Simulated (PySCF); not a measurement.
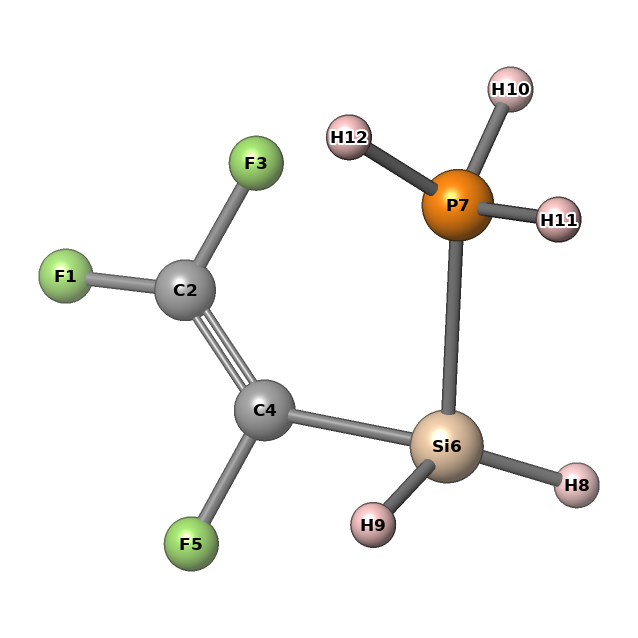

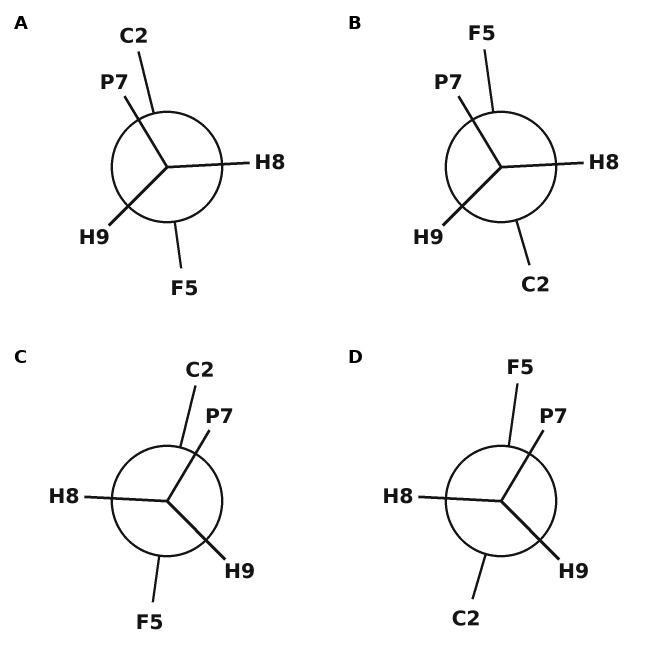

Atoms fade into the background with distance from the viewer. Bonds that would overlap in a projection are set slightly apart. The species has charge +1 and is a spin singlet. Geometry: a frame of a GFN2-xTB molecular-dynamics simulation, not a minimum.

Q: Which Newman projection shows the view along Si6–C4, with Si6 in front?

A: A. The torsion angle P7–Si6–C4–F5 is −157°, antiperiplanar (anti).
